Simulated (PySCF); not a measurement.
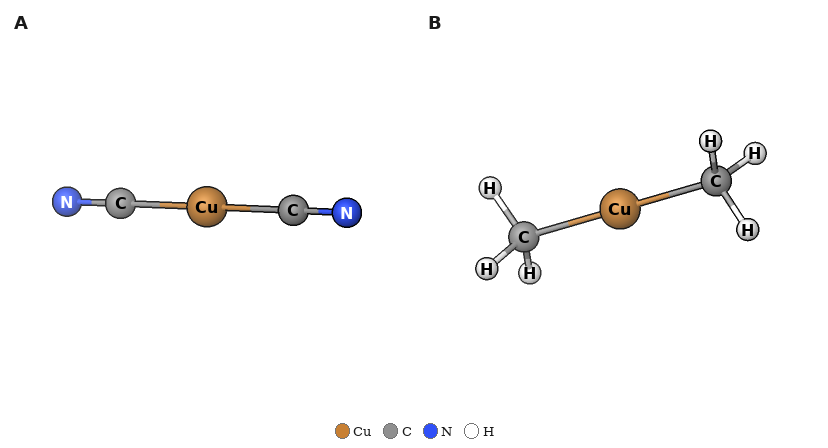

Two related species, optimised with PBE0-D3(BJ)/def2-SVP; properties computed with PySCF 2.14.0. Both: charge −1, singlet.

### Identify both.

A is [Cu(CN)2]-, B is [CuMe2]-.

Compare them. With PBE0/pcSseg-1 (pcSseg-2 on Cu): HOMO energy (Kohn–Sham orbital) (eV), shielding of Cu (ppm), Hirshfeld charge of Cu (e), IAO charge of Cu (e). With CAM-B3LYP/def2-SVPD: mean static polarisability (bohr³). With PBE0-D3(BJ)/def2-SVP: mean Cu–C length (Å).

```json
{"quantity": "HOMO energy (Kohn–Sham orbital) (eV)", "A": "−2.97", "B": "−0.29"}
{"quantity": "shielding of Cu (ppm)", "A": "1218.8", "B": "742.1"}
{"quantity": "Hirshfeld charge of Cu (e)", "A": "0.16", "B": "0.01"}
{"quantity": "IAO charge of Cu (e)", "A": "0.47", "B": "0.33"}
{"quantity": "mean static polarisability (bohr³)", "A": "58.4", "B": "72.1"}
{"quantity": "mean Cu–C length (Å)", "A": "1.885", "B": "1.960"}
```

Each is one conformer, and no frequency run is at hand to confirm it as a minimum.
